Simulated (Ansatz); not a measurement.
## Amorphous Ge-Sb-Te (Ge$_{12}$Sb$_{12}$Te$_{30}$)

A CHGNet melt-quench gave the starting glass, which DFT then relaxed. The hot cell started wider than the set density and was brought back towards it in steps. It is the lowest in DFT energy of 4 quenches. It is a model cell: composition and starting density were chosen by hand, and all elements were melted together. The geometry includes D3(BJ) dispersion.

Calculation: PBE-D3(BJ), scalar-relativistic without spin-orbit coupling, PAW (Ansatz default set, large-core Te) (plane waves to 420 eV; Ansatz, a first-principles code). Geometry, pressure, stress and energy are those of the PBE run. Its sampling: a 2×2×2 Γ-centred mesh; Fermi-Dirac width 0.05 eV; no spin polarisation. The levels at the Fermi energy are partly filled. A closed spacing in one fast-quenched cell at PBE doesn't show the material to be a metal.

- Number of atoms in the cell: 54
- Density (volume relaxed, with D3(BJ)): 6.17 g/cm^3
- Volume per atom: 30.73 Å³
- Pressure on a 2×2×2 Γ-centred mesh: 0.12 GPa
- Largest force and stress component on that mesh (the relaxation ran on one k-point at (1/4, 1/4, 1/4)): 0.25 eV/Å and 0.2 GPa
- Gap on a 2×2×2 Γ-centred mesh (PBE): within the smearing (under twice its width)

Bonds are counted up to Ge-Ge 2.85 Å, Ge-Sb 3.20 Å, Ge-Te 3.10 Å, Sb-Sb 3.34 Å, Sb-Te 3.42 Å, Te-Te 3.31 Å.

The mean coordination of Ge is 3.58 (5 with 3, 7 with 4). The mean coordination of Sb comes out as 4.75 (5 with 4, 5 with 5, 2 with 6) and the mean coordination of Te is 3.20 (7 with 2, 13 with 3, 7 with 4, 3 with 5). The mean Sb-Te bond is 3.060 Å (spread 0.170 Å, 51 counted) and the mean Ge-Te bond is 2.800 Å (spread 0.108 Å, 37 counted).

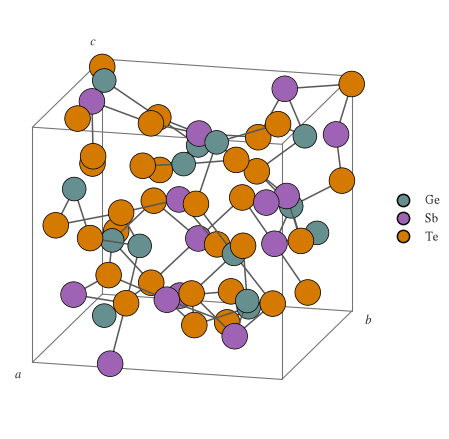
The relaxed cell

Its density started from a set value of 6.07 g/cm³. The quench (nominally 81 K/ps over its main leg) was far faster than any real one, so the model tends to hold more defects than a real film. Values belong to this one cell and scatter from quench to quench. Volume and shape were free in the relaxation. On a 2×2×2 Γ-centred mesh force components of up to 0.25 eV/Å stay, since the relaxation ran on one k-point at (1/4, 1/4, 1/4).
